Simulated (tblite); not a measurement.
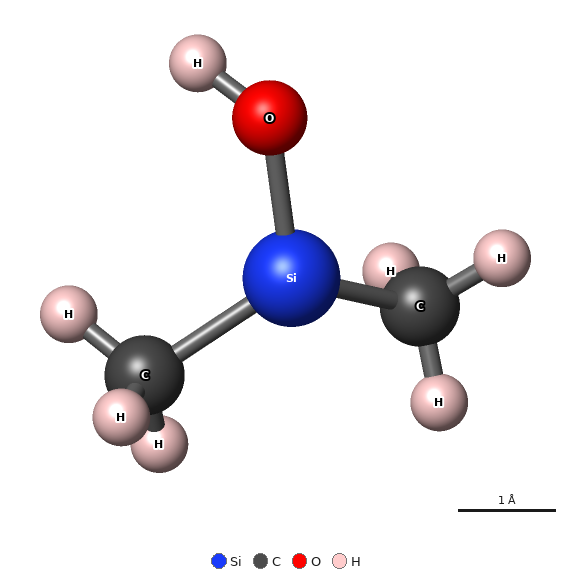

Figure 1. The starting structure (ball-and-stick view, seen at a tilt).

## Geometry relaxation, with input and output: C2H7OSi

C2H7OSi, multiplicity 2, SMILES C[Si](C)O, computed with GFN2-xTB geometry optimisation, gas phase (tblite 0.8.0).

The input
```
{"job": {"kind": "relax", "xc": "GFN2-xTB", "basis": "xTB"}, "charge": 0, "multiplicity": 2}
Si     0.022454    -0.292996    -0.866394
C      0.966034     1.068140    -1.664669
C     -1.264021     0.219420     0.353811
O      0.937026    -1.744802    -0.479337
H      1.535505     0.666885    -2.439367
H      0.316852     1.753475    -2.052474
H      1.592378     1.508791    -0.963010
H     -0.965525    -0.097037     1.307741
H     -2.163104    -0.267857     0.120569
H     -1.375051     1.244569     0.329813
H      1.216828    -1.986161     0.435930
```

The first line tells a small driver script what to run in tblite; the rest is the geometry in Å.

Machine: 1 CPU thread, shared host.

Launch command:
```bash
OMP_NUM_THREADS=1 python <driver script> task.json out
```

What the program printed
```
step      E/eV     max force
  0    -369.72464    3.871
  1    -370.17746    2.321
  2    -370.30897    1.071
  3    -370.32907    0.688
  4    -370.36230    0.388
  5    -370.37244    0.324
  6    -370.38235    0.288
  7    -370.39203    0.286
  8    -370.40022    0.233
  9    -370.40694    0.225
 10    -370.41225    0.198
 11    -370.41658    0.222
 12    -370.42002    0.180
 13    -370.42316    0.161
 14    -370.42732    0.185
 15    -370.43288    0.232
 16    -370.43846    0.193
 17    -370.44175    0.116
 18    -370.44296    0.076
 19    -370.44375    0.073
 20    -370.44443    0.074
 21    -370.44483    0.064
 22    -370.44505    0.043
 23    -370.44531    0.054
 24    -370.44580    0.091
 25    -370.44669    0.143
 26    -370.44789    0.183
 27    -370.44920    0.133
 28    -370.45009    0.055
 29    -370.45046    0.045
 30    -370.45083    0.091
 31    -370.45119    0.077
 32    -370.45186    0.129
 33    -370.45255    0.111
 34    -370.45460    0.108
 35    -370.45555    0.109
 36    -370.45687    0.127
 37    -370.45766    0.078
 38    -370.45841    0.116
 39    -370.45924    0.079
 40    -370.46004    0.092
 41    -370.46073    0.093
 42    -370.46068    0.165
 43    -370.46125    0.044
 44    -370.46143    0.043
 45    -370.46190    0.024
 46    -370.46200    0.024
 47    -370.46213    0.034
 48    -370.46223    0.035
 49    -370.46247    0.040
 50    -370.46290    0.060
 51    -370.46380    0.095
 52    -370.46491    0.112
 53    -370.46598    0.083
 54    -370.46703    0.075
 55    -370.46780    0.058
 56    -370.46765    0.145
 57    -370.46861    0.060
 58    -370.46888    0.056
 59    -370.46945    0.051
 60    -370.46967    0.052
 61    -370.46996    0.054
 62    -370.47027    0.054
 63    -370.47054    0.046
 64    -370.47085    0.047
 65    -370.47115    0.050
 66    -370.47147    0.057
 67    -370.47189    0.066
 68    -370.47244    0.071
 69    -370.47309    0.091
 70    -370.47363    0.112
 71    -370.47462    0.078
 72    -370.47561    0.090
 73    -370.47723    0.108
 74    -370.47799    0.077
 75    -370.47829    0.141
 76    -370.47824    0.096
 77    -370.47863    0.044
 78    -370.47881    0.065
 79    -370.47934    0.094
 80    -370.47973    0.055
 81    -370.47994    0.016
 82    -370.47991    0.051
 83    -370.48000    0.024
 84    -370.48001    0.022
 85    -370.48010    0.016
 86    -370.48013    0.021
 87    -370.48017    0.015
 88    -370.48019    0.010
 89    -370.48021    0.006
```

Trajectory as extended XYZ (Å, eV, eV/Å), 10 of the 31 frames kept, from step=0 to step=89
```
11
Properties=species:S:1:pos:R:3:forces:R:3 step=0 energy=-369.72464
Si    0.0225   -0.2930   -0.8664    0.7700  -3.7490  -0.5830
C     0.9660    1.0681   -1.6647    0.4340  -1.1730   0.6290
C    -1.2640    0.2194    0.3538    0.5660  -0.9800  -0.1040
O     0.9370   -1.7448   -0.4793   -0.7120   1.6470   0.7160
H     1.5355    0.6669   -2.4394    1.0600  -0.4840  -1.2330
H     0.3169    1.7535   -2.0525   -1.5580   1.8470  -0.9340
H     1.5924    1.5088   -0.9630    1.2920   1.0620   1.1100
H    -0.9655   -0.0970    1.3077    0.2420  -0.2500   1.5330
H    -2.1631   -0.2679    0.1206   -1.2900  -0.3990  -0.1440
H    -1.3751    1.2446    0.3298   -0.4400   2.0020   0.0870
H     1.2168   -1.9862    0.4359   -0.3650   0.4750  -1.0770
11
Properties=species:S:1:pos:R:3:forces:R:3 step=9 energy=-370.40694
Si   -0.0198   -0.4415   -0.9689   -0.1120   0.1120  -0.0920
C     0.9917    1.0186   -1.6690    0.0640   0.0560  -0.0110
C    -1.2587    0.1576    0.3569   -0.0580   0.0210   0.0470
O     0.9160   -1.6768   -0.4740    0.0940  -0.1620   0.0310
H     1.6362    0.7192   -2.4891   -0.0270  -0.0970  -0.0120
H     0.3137    1.7726   -2.0481   -0.0910   0.0760  -0.0900
H     1.6264    1.5139   -0.9375    0.0100  -0.1070   0.1980
H    -0.9705   -0.0922    1.3758    0.1320  -0.1070  -0.0150
H    -2.2515   -0.2499    0.1998   -0.0190  -0.0790  -0.0020
H    -1.3611    1.2349    0.3185    0.0220   0.1430  -0.0670
H     1.1969   -1.8838    0.4181   -0.0150   0.1430   0.0140
11
Properties=species:S:1:pos:R:3:forces:R:3 step=21 energy=-370.44483
Si   -0.0801   -0.4558   -1.0387    0.0160  -0.0190  -0.0130
C     0.9783    1.0008   -1.6680    0.0050   0.0220   0.0030
C    -1.2569    0.1460    0.3394    0.0000   0.0230   0.0020
O     0.8784   -1.6615   -0.4853   -0.0580  -0.0020  -0.0250
H     1.6539    0.6934   -2.4593    0.0040  -0.0010  -0.0010
H     0.3563    1.8038   -2.0511    0.0080  -0.0230  -0.0100
H     1.5811    1.4083   -0.8573    0.0230   0.0080   0.0110
H    -0.8734   -0.1246    1.3223   -0.0090   0.0040   0.0090
H    -2.2549   -0.2704    0.2533    0.0010  -0.0110   0.0150
H    -1.3503    1.2274    0.3067   -0.0360  -0.0030   0.0030
H     1.1872   -1.6948    0.4206    0.0460   0.0020   0.0060
11
Properties=species:S:1:pos:R:3:forces:R:3 step=30 energy=-370.45083
Si   -0.0927   -0.4435   -1.0380    0.0000  -0.0300  -0.0060
C     0.9969    0.9951   -1.6605   -0.0230   0.0120   0.0030
C    -1.2715    0.1540    0.3406   -0.0050   0.0200   0.0170
O     0.7985   -1.6940   -0.4745   -0.0070   0.0350  -0.0840
H     1.6783    0.6855   -2.4467   -0.0100  -0.0370   0.0170
H     0.3790    1.7950   -2.0568    0.0260   0.0040   0.0080
H     1.5951    1.4092   -0.8492    0.0000  -0.0010   0.0120
H    -0.8602   -0.1021    1.3156   -0.0090   0.0250   0.0420
H    -2.2531   -0.3029    0.2771   -0.0130  -0.0090  -0.0020
H    -1.4091    1.2305    0.3099   -0.0050  -0.0070  -0.0330
H     1.2582   -1.6543    0.3651    0.0450  -0.0100   0.0250
11
Properties=species:S:1:pos:R:3:forces:R:3 step=39 energy=-370.45924
Si   -0.1238   -0.4302   -1.0255    0.0130  -0.0270  -0.0120
C     1.0047    0.9839   -1.6379   -0.0260  -0.0330   0.0160
C    -1.3005    0.1614    0.3563   -0.0110   0.0480  -0.0010
O     0.7701   -1.6976   -0.5078    0.0470   0.0410   0.0470
H     1.6905    0.6238   -2.3992    0.0010   0.0410   0.0050
H     0.4319    1.8031   -2.0618    0.0190  -0.0430   0.0120
H     1.5998    1.3865   -0.8180    0.0010   0.0010  -0.0020
H    -0.8738   -0.0164    1.3419    0.0460  -0.0090   0.0040
H    -2.2593   -0.3454    0.3268   -0.0060   0.0000  -0.0030
H    -1.4866    1.2265    0.2654   -0.0480   0.0170  -0.0070
H     1.3663   -1.6232    0.2423   -0.0360  -0.0360  -0.0600
11
Properties=species:S:1:pos:R:3:forces:R:3 step=51 energy=-370.46380
Si   -0.1393   -0.4289   -1.0292   -0.0010  -0.0090   0.0450
C     1.0101    0.9742   -1.6188    0.0010  -0.0190   0.0210
C    -1.3096    0.1793    0.3528   -0.0210   0.0020   0.0210
O     0.7335   -1.7068   -0.5079    0.0760  -0.0460   0.0200
H     1.7127    0.6202   -2.3681   -0.0280   0.0320  -0.0010
H     0.4427    1.7942   -2.0466    0.0460  -0.0050  -0.0030
H     1.5904    1.3697   -0.7843   -0.0130   0.0150  -0.0130
H    -0.8375    0.0695    1.3306   -0.0270   0.0340  -0.0620
H    -2.2394   -0.3816    0.3767    0.0350  -0.0020   0.0200
H    -1.5646    1.2259    0.2160    0.0100  -0.0160   0.0060
H     1.4202   -1.6432    0.1614   -0.0780   0.0130  -0.0530
11
Properties=species:S:1:pos:R:3:forces:R:3 step=60 energy=-370.46967
Si   -0.1527   -0.4488   -1.0361   -0.0030   0.0170   0.0090
C     1.0096    0.9646   -1.5735   -0.0080  -0.0030   0.0000
C    -1.3065    0.2034    0.3375   -0.0010  -0.0060  -0.0070
O     0.6945   -1.7557   -0.5420    0.0240   0.0120  -0.0060
H     1.7349    0.6391   -2.3130    0.0120  -0.0050   0.0240
H     0.4535    1.7920   -2.0006   -0.0020   0.0030  -0.0020
H     1.5539    1.3494   -0.7103    0.0370  -0.0010  -0.0330
H    -0.7703    0.2823    1.2824    0.0070  -0.0020   0.0130
H    -2.1638   -0.4405    0.4997   -0.0010  -0.0370   0.0160
H    -1.6802    1.1904    0.0865   -0.0130   0.0120  -0.0100
H     1.4465   -1.7038    0.0520   -0.0500   0.0100  -0.0050
11
Properties=species:S:1:pos:R:3:forces:R:3 step=69 energy=-370.47309
Si   -0.1568   -0.4390   -1.0519    0.0560   0.0110   0.0170
C     1.0177    0.9722   -1.5635    0.0050   0.0010  -0.0390
C    -1.3001    0.2022    0.3309    0.0360  -0.0100   0.0090
O     0.6833   -1.7563   -0.5784    0.0630  -0.0240   0.0560
H     1.7395    0.6457   -2.3054    0.0120   0.0030  -0.0160
H     0.4556    1.7966   -1.9873    0.0410   0.0550  -0.0100
H     1.5742    1.3554   -0.7068   -0.0380  -0.0270  -0.0170
H    -0.7343    0.3473    1.2497    0.0210   0.0010   0.0480
H    -2.1064   -0.4881    0.5500   -0.0510   0.0030   0.0070
H    -1.7304    1.1595    0.0593   -0.0700  -0.0100  -0.0040
H     1.3771   -1.7231    0.0859   -0.0760  -0.0040  -0.0500
11
Properties=species:S:1:pos:R:3:forces:R:3 step=81 energy=-370.47994
Si   -0.1515   -0.3995   -1.0662   -0.0040  -0.0090   0.0120
C     1.0450    0.9941   -1.5795   -0.0050   0.0020  -0.0070
C    -1.2946    0.1916    0.3413   -0.0040   0.0070  -0.0110
O     0.6692   -1.7398   -0.6210   -0.0010  -0.0020  -0.0010
H     1.7545    0.6491   -2.3249    0.0110   0.0010  -0.0030
H     0.5125    1.8417   -1.9966   -0.0040   0.0090   0.0000
H     1.6131    1.3534   -0.7213    0.0020  -0.0100   0.0030
H    -0.7123    0.4483    1.2263    0.0060  -0.0010   0.0090
H    -2.0084   -0.5745    0.6282    0.0060   0.0020  -0.0020
H    -1.8534    1.0745    0.0507   -0.0130   0.0020   0.0000
H     1.2452   -1.7664    0.1454    0.0050  -0.0010   0.0000
11
Properties=species:S:1:pos:R:3:forces:R:3 step=89 energy=-370.48021
Si   -0.1574   -0.3971   -1.0672   -0.0020  -0.0030   0.0000
C     1.0483    0.9911   -1.5741   -0.0010  -0.0010   0.0010
C    -1.2982    0.1970    0.3412   -0.0020   0.0040  -0.0040
O     0.6557   -1.7436   -0.6267    0.0010   0.0020   0.0020
H     1.7620    0.6450   -2.3155   -0.0020   0.0020  -0.0010
H     0.5230    1.8434   -1.9910    0.0020   0.0010   0.0030
H     1.6125    1.3429   -0.7101    0.0050   0.0020  -0.0020
H    -0.7126    0.4859    1.2143    0.0020   0.0000   0.0000
H    -1.9864   -0.5834    0.6507   -0.0040   0.0020   0.0020
H    -1.8852    1.0585    0.0412    0.0000  -0.0060   0.0000
H     1.2576   -1.7673    0.1197    0.0010  -0.0020   0.0000
```

Summary

```tsv
quantity	value
outcome	converged
total energy	−370.4802 eV
wall time	1.3 s
peak memory	0.18 GiB
```
